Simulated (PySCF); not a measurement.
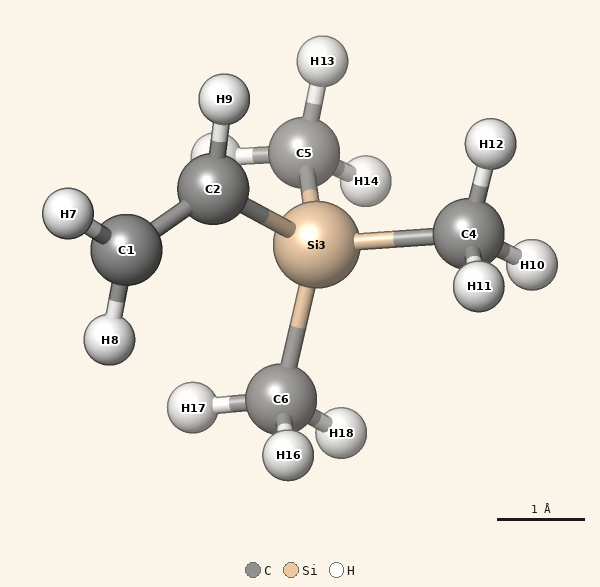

The input geometry (ball-and-stick view, seen at a tilt; atoms are numbered from 1 in the order of the input).

## Run report: C5H12Si, NMR shielding calculation

- system: C5H12Si, SMILES C=C[Si](C)(C)C
- method: GIAO PBE0/pcSseg-0 NMR shielding, non-relativistic, gas phase (PySCF 2.14.0)

The geometry comes from this level: PBE0-D3(BJ)/def2-SVP. Figures and captions count atoms from 1; the log counts them from 0 in places.

### Log
```
coarse grid: 14496 points
cycle   1  E = -486.0591605692  dE =  8.486e-02  |g| = 4.435e-01  |ddm| = 4.027e+00
cycle   2  E = -486.0540000613  dE =  5.161e-03  |g| = 4.617e-01  |ddm| = 9.462e-01
cycle   3  E = -486.1091919028  dE = -5.519e-02  |g| = 4.770e-02  |ddm| = 4.916e-01
cycle   4  E = -486.1096399757  dE = -4.481e-04  |g| = 2.565e-02  |ddm| = 7.251e-02
cycle   5  E = -486.1098089620  dE = -1.690e-04  |g| = 4.868e-03  |ddm| = 2.839e-02
cycle   6  E = -486.1098152883  dE = -6.326e-06  |g| = 5.165e-04  |ddm| = 6.645e-03
final grid: 132432 points
cycle   7  E = -486.1195787970  dE = -1.899e-05  |g| = 5.618e-03  |ddm| = 2.446e-02
cycle   8  E = -486.1195779086  dE =  8.884e-07  |g| = 6.038e-03  |ddm| = 1.193e-02
cycle   9  E = -486.1195871074  dE = -9.199e-06  |g| = 2.743e-04  |ddm| = 5.835e-03
cycle  10  E = -486.1195871235  dE = -1.614e-08  |g| = 1.338e-04  |ddm| = 4.877e-04
cycle  11  E = -486.1195871276  dE = -4.040e-09  |g| = 5.644e-05  |ddm| = 1.908e-04
cycle  12  E = -486.1195871284  dE = -8.181e-10  |g| = 8.681e-06  |ddm| = 6.049e-05
```

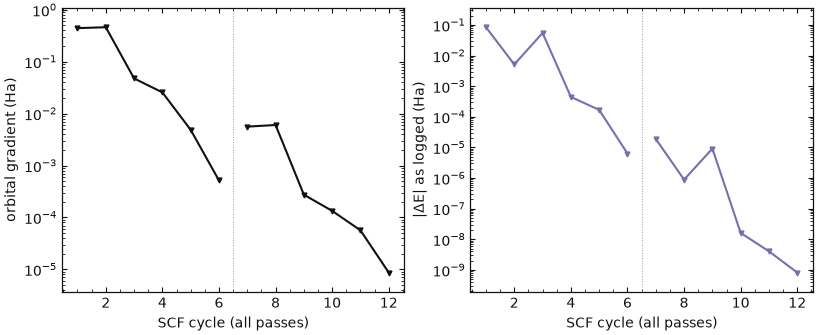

Convergence of the self-consistent field: orbital gradient and size of the energy change against the SCF cycle. The dotted line marks the change from a coarse to the final integration grid. The first 6 cycles use a coarse grid, the final grid takes over at cycle 7, and the field converges after 12 cycles in all.

```
converged SCF energy = -486.1195871284

GIAO shielding tensors (ppm)
atom      isotropic    diamagn.    paramagn.     s11        s22        s33       span
  0 C       46.449     256.637    -210.188    -83.041     50.108    172.279    255.320
  1 C       45.331     268.226    -222.895    -78.415     31.562    182.845    261.260
  2 Si     353.578     879.366    -525.789    345.307    346.161    369.265     23.957
  3 C      193.897     259.835     -65.938    191.723    192.801    197.167      5.444
  4 C      193.792     259.837     -66.045    191.430    192.838    197.109      5.679
  5 C      197.364     260.425     -63.061    193.588    198.034    200.470      6.882
  6 H       26.355      28.562      -2.208     23.274     25.956     29.834      6.560
  7 H       26.605      31.870      -5.265     23.201     25.382     31.233      8.032
  8 H       26.464      32.195      -5.730     24.109     25.929     29.355      5.245
  9 H       32.814      31.823       0.990     28.582     30.247     39.613     11.031
 10 H       32.798      31.756       1.042     28.368     30.312     39.714     11.346
 11 H       32.693      31.798       0.896     28.334     30.106     39.639     11.305
 12 H       32.698      31.806       0.892     28.341     30.101     39.652     11.310
 13 H       32.812      31.835       0.977     28.591     30.236     39.609     11.018
 14 H       32.809      31.783       1.026     28.374     30.352     39.700     11.326
 15 H       32.636      32.490       0.146     28.569     29.703     39.635     11.066
 16 H       32.626      32.516       0.110     28.554     29.730     39.593     11.038
 17 H       32.820      32.102       0.718     28.600     30.330     39.530     10.930
```

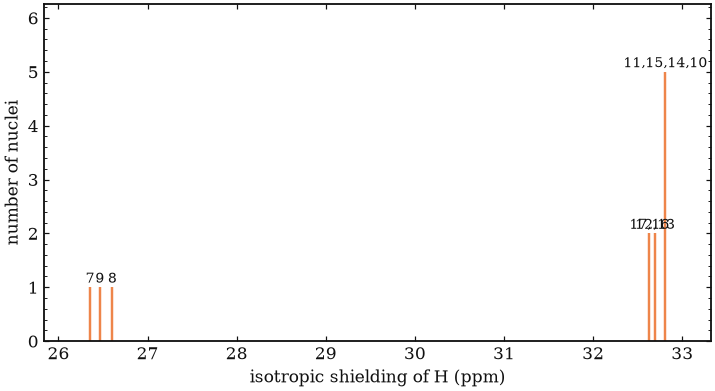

Isotropic shieldings of the hydrogen nuclei in this fixed geometry, labelled by atom number; shielding grows to the right, so chemical shift grows to the left. The least shielded is H7 (26.4 ppm), the most shielded H18 (32.8 ppm).

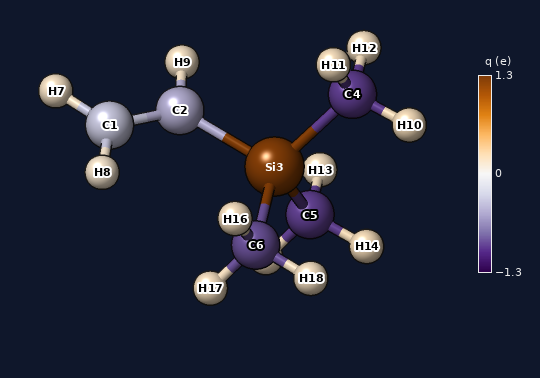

ESP-fitted charges, as the colour of each atom (ball-and-stick view, seen at a tilt; atoms are numbered from 1 in the order of the input). By element: C −0.95 to −0.33, Si +1.25 and H +0.15 to +0.21 e.

The run was set up as follows.

### Input file
```
{"job": {"kind": "nmr", "xc": "PBE0", "basis": "pcSseg-0", "pop": true}, "charge": 0, "multiplicity": 1}
C      2.490176    -0.484077     0.467520
C      1.417745     0.240027     0.808818
Si    -0.273369     0.107318     0.001254
C     -0.749918     1.788409    -0.702727
C     -1.534943    -0.397835     1.305597
C     -0.220907    -1.177638    -1.371499
H      3.458199    -0.373131     0.970134
H      2.453924    -1.228721    -0.336322
H      1.540878     0.964786     1.627169
H     -1.746589     1.752555    -1.171123
H     -0.026208     2.117189    -1.464921
H     -0.777630     2.554803     0.088196
H     -1.561964     0.328950     2.133078
H     -2.547583    -0.454562     0.874914
H     -1.289345    -1.383424     1.731084
H      0.507341    -0.905127    -2.151496
H      0.051164    -2.171026    -0.981346
H     -1.208473    -1.265868    -1.851631
```

The first line tells a small driver script what to run in PySCF; the rest is the geometry in Å.

Run as:
```bash
OMP_NUM_THREADS=1 python <driver script> task.json out
```

### Results in brief

| quantity | value |
| --- | --- |
| outcome | converged |
| total energy | −486.119587 hartree |
| HOMO | −7.69 eV |
| LUMO | 0.09 eV |
| dipole moment | 0.07 D |
| isotropic shielding, C | 45.3 to 197.4 ppm |
| isotropic shielding, Si | 353.6 ppm |
| isotropic shielding, H | 26.4 to 32.8 ppm |
| hardware | 1 CPU thread, shared host |
| wall time | 14 s |
| peak memory | 0.96 GiB |
